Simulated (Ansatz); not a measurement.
# GeNH₃ (triplet): wave-function methods side by side at a displaced geometry (v1), cc-pVDZ

How much of the correlation energy of GeNH₃ (triplet) does each wave-function method recover here?

Computed with Ansatz 0.2.0, Gaussian basis. Level: cc-pVDZ, core rule «outside noble gas», up to 15 orbitals frozen.

To be run: UHF; CCSD(T) on ROHF; CCSD(T) on UHF; BCCD(T) on ROHF; CISD; CCSDT(Q) on ROHF; CCSDT(Q) on UHF.

27 further runs of the same task are left out: 12 that didn't finish, 15 set aside as unsound or not needed.

## Step 1: The geometry

The geometry is a PBE0/def2-TZVP stationary point (not a proven minimum) with its atoms shifted at random (size 0.040 Å). No spin-orbit coupling is included. The filled d shell of Ge may be among the frozen orbitals whatever the setting's name suggests; the logs give the count.

5 atoms, charge 0, spin multiplicity 3.

Atoms are counted from 1 here; the program's logs count them from 0.

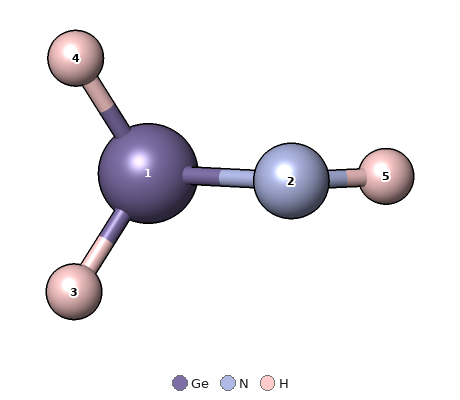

The geometry (germanium purple, nitrogen light blue, hydrogen pink); atoms are numbered from 1 in the order of the file.

In the tables R marks a restricted open-shell determinant and U an unrestricted one; energies count from the table's Hartree-Fock row.

## Step 2: UHF

Contents of in.yaml:

```yaml
crystal:
  periodic: [false, false, false]
  atoms:
    - {symbol: Ge, position_ang: [-0.046585, 0.002296, 0.307769]}
    - {symbol: N, position_ang: [0.195533, -0.013846, -1.552320]}
    - {symbol: H, position_ang: [0.758330, -1.214057, 0.756798]}
    - {symbol: H, position_ang: [0.655554, 1.242170, 0.786601]}
    - {symbol: H, position_ang: [-0.773817, -0.001171, -2.152056]}
basis:
  gaussian: {orbitals: cc-pVDZ}
magnetization: {spin_polarized: true, initial_magnetization: 2}
hamiltonian: {xc: hf}
output: {orbitals: {seedname: orbitals}}
```

On the command line:

```console
ansatz run in.yaml --threads 1 --pin off --events-out ev --progress --plain --max-ram 2393MiB
```

Output:

```text
Functional definition: HF
  name "HF"
  cite "Fock, Z. Phys. 61, 126 (1930) doi:10.1007/BF01340294"
  parent pbe
  exchange = exact_x
  correlation = 0
595 factors; integrals over basis functions are off by at most 8.7e-4 eV
mean field evaluation 1: about -57997.6157 eV, gradient 1.4e1 eV
mean field evaluation 2: about -57997.6384 eV, gradient 1.4e1 eV
mean field evaluation 4: about -57999.3987 eV, gradient 2.5e0 eV
mean field evaluation 8: about -57999.4980 eV, gradient 1.2e-1 eV
mean field -57999.49846211 eV, -2131.4422550104 hartree, gradient 1.9e-5 eV, S^2 2.023594; 0 other end points of the search recorded, 0 dependent functions left out
reference -57999.49846211 eV, -2131.4422550104 hartree; 22, 20 occupied and 34, 36 virtual orbitals, 595 factors
Total energy: -57999.49846211 eV, -2131.4422550104 hartree
```

It took 0.72 s on 1 thread of Arm Neoverse V2, shared host.

From the report: ⟨S²⟩ of the determinant 2.024 (pure triplet: 2.00).

## Step 3: CCSD(T) on ROHF

Changes to in.yaml since step 2:

```diff
@@ -10,4 +10,3 @@
   gaussian: {orbitals: cc-pVDZ}
-magnetization: {spin_polarized: true, initial_magnetization: 2}
-hamiltonian: {xc: hf}
-output: {orbitals: {seedname: orbitals}}
+magnetization: {spin_polarized: false, initial_magnetization: 2}
+correlation: {method: ccsd_t, electrons: outside_noble_gas}
```

Same command.

Output, cut to the lines that bear on the results:

```text
Functional definition: HF
  name "HF"
  cite "Fock, Z. Phys. 61, 126 (1930) doi:10.1007/BF01340294"
  parent pbe
[...]
595 factors; integrals over basis functions are off by at most 8.7e-4 eV
[...]
mean field -57999.31037716 eV, -2131.4353430161 hartree, gradient 3.8e-6 eV, S^2 2.000000; 3 other end points of the search recorded, 0 dependent functions left out
[...]
determinant -57999.31037716 eV, -2131.4353430161 hartree, with singles and doubles -58006.44354565 eV, -2131.6974821229 hartree
determinant -57997.66467566 eV, -2131.3748646013 hartree, with singles and doubles -58004.62710273 eV, -2131.6307290770 hartree
15 core orbitals not correlated: weight in the atoms' cores, before any rotation towards them, 0.998 or more for the frozen orbitals, at most 0.002 for the correlated occupied ones
reference -57999.31037716 eV, -2131.4353430161 hartree; 7, 5 occupied and 34, 36 virtual orbitals, 595 factors
second order -6.06909838 eV of doubles, -0.10392260 eV of singles
cycle   1  -7.13337877 eV  change   -2.1e-4 eV  update   1.6e-3
[...]
cycle   9  -7.13429767 eV  change   -1.2e-5 eV  update   1.5e-5
perturbative correction -0.18596713 eV, -0.0068341658 hartree
Total energy: -58006.63064195 eV, -2131.7043577854 hartree
```

Run time: 2.6 s. Hardware: 1 thread of Arm Neoverse V2, shared host.

From the report: correlation -7.3203 eV; T1 0.028; largest double amplitude 0.03.

## Step 4: CCSD(T) on UHF

Changes to in.yaml since step 3:

```diff
@@ -10,3 +10,3 @@
   gaussian: {orbitals: cc-pVDZ}
-magnetization: {spin_polarized: false, initial_magnetization: 2}
+magnetization: {spin_polarized: true, initial_magnetization: 2}
 correlation: {method: ccsd_t, electrons: outside_noble_gas}
```

Same command.

Output, cut to the lines that bear on the results:

```text
Functional definition: HF
  name "HF"
  cite "Fock, Z. Phys. 61, 126 (1930) doi:10.1007/BF01340294"
  parent pbe
[...]
595 factors; integrals over basis functions are off by at most 8.7e-4 eV
[...]
mean field -57999.49846211 eV, -2131.4422550104 hartree, gradient 8.6e-6 eV, S^2 2.023594; 1 other end points of the search recorded, 0 dependent functions left out
determinant -57999.49846211 eV, -2131.4422550104 hartree, with singles and doubles -58006.45117017 eV, -2131.6977623188 hartree
determinant -57997.79453481 eV, -2131.3796368370 hartree, with singles and doubles -58004.63430259 eV, -2131.6309936670 hartree
15 core orbitals not correlated: weight in the atoms' cores, before any rotation towards them, 0.998 or more for the frozen orbitals, at most 0.002 for the correlated occupied ones
reference -57999.49846211 eV, -2131.4422550104 hartree; 7, 5 occupied and 34, 36 virtual orbitals, 595 factors
second order -5.98818088 eV of doubles, -0.00000000 eV of singles
cycle   1  -6.95285835 eV  change   -1.5e-4 eV  update   1.3e-3
[...]
cycle   9  -6.95358083 eV  change   -8.7e-6 eV  update   9.4e-6
perturbative correction -0.18178403 eV, -0.0066804398 hartree
Total energy: -58006.63382697 eV, -2131.7044748326 hartree
```

Run time: 2.8 s. Hardware: 1 thread of Arm Neoverse V2, shared host.

From the report: ⟨S²⟩ of the determinant 2.024 (pure triplet: 2.00); correlation -7.1354 eV; T1 0.021; largest double amplitude 0.03.

## Step 5: BCCD(T) on ROHF

Changes to in.yaml since step 4:

```diff
@@ -10,3 +10,3 @@
   gaussian: {orbitals: cc-pVDZ}
-magnetization: {spin_polarized: true, initial_magnetization: 2}
-correlation: {method: ccsd_t, electrons: outside_noble_gas}
+magnetization: {spin_polarized: false, initial_magnetization: 2}
+correlation: {method: bccd_t, electrons: outside_noble_gas}
```

Launched as before.

Output, cut to the lines that bear on the results:

```text
Functional definition: HF
  name "HF"
  cite "Fock, Z. Phys. 61, 126 (1930) doi:10.1007/BF01340294"
  parent pbe
[...]
595 factors; integrals over basis functions are off by at most 8.7e-4 eV
[...]
mean field -57999.31037716 eV, -2131.4353430161 hartree, gradient 3.8e-6 eV, S^2 2.000000; 3 other end points of the search recorded, 0 dependent functions left out
[...]
determinant -57999.31037716 eV, -2131.4353430161 hartree, with singles and doubles -58006.44354565 eV, -2131.6974821229 hartree
determinant -57997.66467566 eV, -2131.3748646013 hartree, with singles and doubles -58004.62710273 eV, -2131.6307290770 hartree
15 core orbitals not correlated: weight in the atoms' cores, before any rotation towards them, 0.998 or more for the frozen orbitals, at most 0.002 for the correlated occupied ones
reference -57999.31037716 eV, -2131.4353430161 hartree; 7, 5 occupied and 34, 36 virtual orbitals, 595 factors
second order -6.06909838 eV of doubles, -0.10392260 eV of singles
cycle   1  -7.12278303 eV  change    1.0e-2 eV  update   1.0e-2
[...]
cycle  12  -7.12229335 eV  change    1.2e-6 eV  update   8.6e-6
perturbative correction -0.19859265 eV, -0.0072981452 hartree
Total energy: -58006.63126316 eV, -2131.7043806143 hartree
```

Run time: 3 s. Hardware: 1 thread of Arm Neoverse V2, shared host.

From the report: correlation -7.3209 eV; largest double amplitude 0.03.

## Step 6: CISD

Changes to in.yaml since step 5:

```diff
@@ -11,2 +11,2 @@
 magnetization: {spin_polarized: false, initial_magnetization: 2}
-correlation: {method: bccd_t, electrons: outside_noble_gas}
+correlation: {active_space: {ras: {orbitals: [5, 2, 34], electrons: 12, max_holes: 2, max_particles: 2}, fixed_orbitals: true}}
```

Same command.

Output:

```text
Functional definition: HF
  name "HF"
  cite "Fock, Z. Phys. 61, 126 (1930) doi:10.1007/BF01340294"
  parent pbe
  exchange = exact_x
  correlation = 0
595 factors; integrals over basis functions are off by at most 8.7e-4 eV
mean field evaluation 1: about -57997.1377 eV, gradient 1.9e1 eV
mean field evaluation 2: about -57997.1593 eV, gradient 1.9e1 eV
mean field evaluation 4: about -57999.2424 eV, gradient 3.0e0 eV
mean field evaluation 8: about -57999.3104 eV, gradient 1.5e-3 eV
mean field evaluation 16: about -57999.1514 eV, gradient 3.3e0 eV
mean field -57999.31037716 eV, -2131.4353430161 hartree, gradient 3.8e-6 eV, S^2 2.000000; 2 other end points of the search recorded, 0 dependent functions left out
reference -57999.31037716 eV, -2131.4353430161 hartree; 22, 20 occupied and 34, 36 virtual orbitals, 595 factors
state -58005.88989006 eV, -2131.6771356555 hartree
Total energy: -58005.88989006 eV, -2131.6771356555 hartree
```

It took 2.7 s on 1 thread of Arm Neoverse V2, shared host.

From the report: 253,791 determinants.

## Step 7: CCSDT(Q) on ROHF

Changes to in.yaml since step 6:

```diff
@@ -11,2 +11,2 @@
 magnetization: {spin_polarized: false, initial_magnetization: 2}
-correlation: {active_space: {ras: {orbitals: [5, 2, 34], electrons: 12, max_holes: 2, max_particles: 2}, fixed_orbitals: true}}
+correlation: {method: ccsdt_q, electrons: outside_noble_gas}
```

Launched as before.

Output, cut to the lines that bear on the results:

```text
Functional definition: HF
  name "HF"
  cite "Fock, Z. Phys. 61, 126 (1930) doi:10.1007/BF01340294"
  parent pbe
[...]
1108 factors; integrals over basis functions are off by at most 2.1e-7 eV
[...]
mean field -57999.31056199 eV, -2131.4353498084 hartree, gradient 4.4e-6 eV, S^2 2.000000; 3 other end points of the search recorded, 0 dependent functions left out
determinant -57999.31056199 eV, -2131.4353498084 hartree, with singles and doubles -58006.44373044 eV, -2131.6974889141 hartree
determinant -57997.66486323 eV, -2131.3748714944 hartree, with singles and doubles -58004.62729270 eV, -2131.6307360582 hartree
15 core orbitals not correlated: weight in the atoms' cores, before any rotation towards them, 0.998 or more for the frozen orbitals, at most 0.002 for the correlated occupied ones
reference -57999.31056199 eV, -2131.4353498084 hartree; 7, 5 occupied and 34, 36 virtual orbitals, 1108 factors
second order -6.06912689 eV of doubles, -0.10392228 eV of singles
cycle   1  -6.79257245 eV  change   -6.2e-1 eV  update   8.3e-2
[...]
cycle  21  -7.35035816 eV  change   -4.9e-7 eV  update   9.2e-7
perturbative correction -0.01386449 eV, -0.0005095106 hartree
Total energy: -58006.67478465 eV, -2131.7059799994 hartree
```

Run time: 65 s. Hardware: 1 thread of Arm Neoverse V2, shared host; peak memory 0.69 GiB.

From the report: correlation -7.3642 eV; T1 0.030; largest double amplitude 0.04.

## Step 8: CCSDT(Q) on UHF

Changes to in.yaml since step 7:

```diff
@@ -10,3 +10,3 @@
   gaussian: {orbitals: cc-pVDZ}
-magnetization: {spin_polarized: false, initial_magnetization: 2}
+magnetization: {spin_polarized: true, initial_magnetization: 2}
 correlation: {method: ccsdt_q, electrons: outside_noble_gas}
```

Launched as before.

Output, cut to the lines that bear on the results:

```text
Functional definition: HF
  name "HF"
  cite "Fock, Z. Phys. 61, 126 (1930) doi:10.1007/BF01340294"
  parent pbe
[...]
1108 factors; integrals over basis functions are off by at most 2.1e-7 eV
[...]
mean field -57999.49864626 eV, -2131.4422617780 hartree, gradient 9.2e-6 eV, S^2 2.023594; 1 other end points of the search recorded, 0 dependent functions left out
determinant -57999.49864626 eV, -2131.4422617780 hartree, with singles and doubles -58006.45135520 eV, -2131.6977691186 hartree
determinant -57997.79472228 eV, -2131.3796437264 hartree, with singles and doubles -58004.63449268 eV, -2131.6310006525 hartree
15 core orbitals not correlated: weight in the atoms' cores, before any rotation towards them, 0.998 or more for the frozen orbitals, at most 0.002 for the correlated occupied ones
reference -57999.49864626 eV, -2131.4422617780 hartree; 7, 5 occupied and 34, 36 virtual orbitals, 1108 factors
second order -5.98820931 eV of doubles, -0.00000000 eV of singles
cycle   1  -6.61587053 eV  change   -6.3e-1 eV  update   8.1e-2
[...]
cycle  21  -7.16609416 eV  change   -2.2e-7 eV  update   6.3e-7
perturbative correction -0.01490925 eV, -0.0005479048 hartree
Total energy: -58006.67964967 eV, -2131.7061587857 hartree
```

Wall time 58 s (1 thread of Arm Neoverse V2, shared host); peak memory 0.58 GiB.

From the report: ⟨S²⟩ of the determinant 2.024 (pure triplet: 2.00); correlation -7.1810 eV; T1 0.023; largest double amplitude 0.04.

## Step 9: The ladder

The yardstick is UCCSDT(Q), where the cluster series has nearly closed. Rows without a time come out of other runs: HF, MP2 and CCSD of CCSD(T), CCSDT of CCSDT(Q).

Differences are taken before rounding.

```
   method  energy from the lowest RHF (meV)  from UCCSDT(Q) (meV)   time
      RHF                               0.0               +7369.3       
      UHF                            -188.1               +7181.2       
     RMP2                           -6173.0               +1196.3       
     UMP2                           -6176.3               +1193.0       
    RCCSD                           -7134.3                +235.0       
    UCCSD                           -7141.7                +227.6       
 RCCSD(T)                           -7320.3                 +49.0  2.6 s
 UCCSD(T)                           -7323.4                 +45.8  2.8 s
  BCCD(T)                           -7320.9                 +48.4    3 s
   RCCSDT                           -7350.5                 +18.7       
   UCCSDT                           -7354.4                 +14.9       
RCCSDT(Q)                           -7364.4                  +4.9   65 s
UCCSDT(Q)                           -7369.3                     0   58 s
```

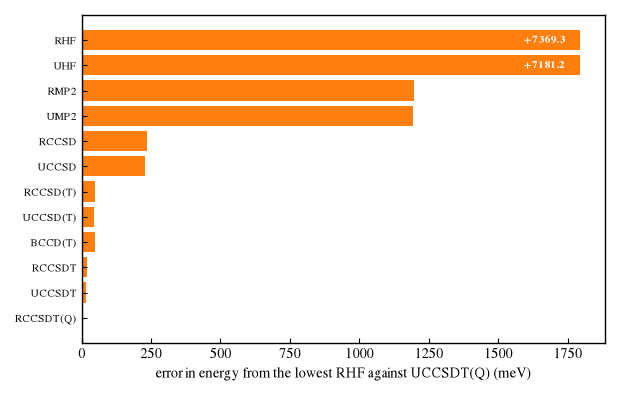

How far each level lands from UCCSDT(Q). Bars with a number in them are cut short.

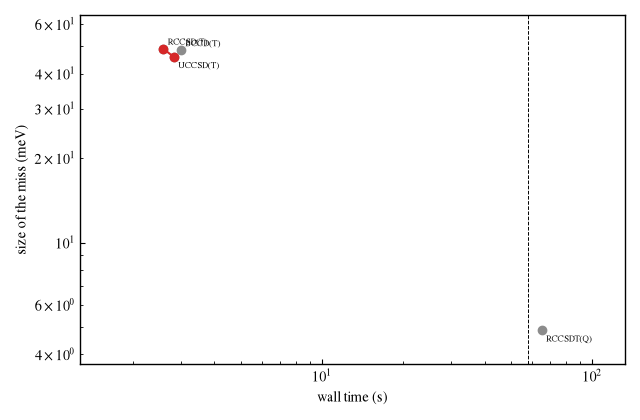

Miss against cost. Red marks the levels that no quicker level drawn beats (of those quicker than the yardstick), and the dashed line is the time of UCCSDT(Q). Times are from a shared host.

Not comparable, so not listed: CISD (they don't share determinant, frozen orbitals or solution with the rows shown, or repeat one).

## Step 10: What came out

```
                         quantity                      value
   UCCSDT(Q) below the RHF energy                 -7.3693 eV
              RMP2 from UCCSDT(Q)                +1196.3 meV
              UMP2 from UCCSDT(Q)                +1193.0 meV
             RCCSD from UCCSDT(Q)                 +235.0 meV
          RCCSD(T) from UCCSDT(Q)                  +49.0 meV
          UCCSD(T) from UCCSDT(Q)                  +45.8 meV
         RCCSDT(Q) from UCCSDT(Q)                   +4.9 meV
levels within 1 kcal/mol (43 meV)  RCCSDT, UCCSDT, RCCSDT(Q)
                    T1 diagnostic                      0.028
```

RCCSD(T) misses by +49.0 meV, 0.7 % of the correlation energy. These misses are within one basis, not against nature; the frozen cores of restricted and unrestricted runs differ, which can shift their rows.

For cost: UCCSD(T) gets within 45.8 meV in 2.8 s, where UCCSDT(Q) took 58 s; the quickest level in the cost chart, RCCSD(T), takes 2.6 s and misses by 49.0 meV.
